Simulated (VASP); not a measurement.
Band structure of MgZn$_{2}$O$_{3}$ (space group P-3m1). Method: PBEsol GGA with spin-orbit coupling, VASP's PBE PAW potentials (set 64) (plane waves; VASP).

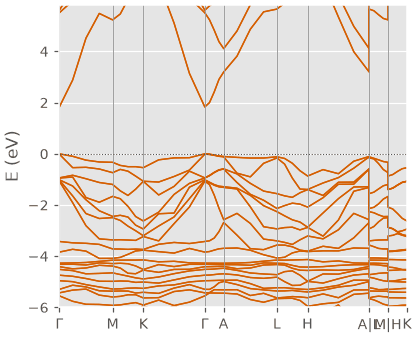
Figure: Bands along high-symmetry lines, zero at the valence-band maximum or, without a gap, the Fermi level

Q: Read the plot: is there a gap, and where are the band edges?

A: The gap is direct, 1.83 eV, from the valence maximum at Γ to the conduction minimum at Γ.

The structure comes from a computed database's MgZn2O3 entry (P-3m1); how it stands against other phases isn't given here. It was relaxed first.
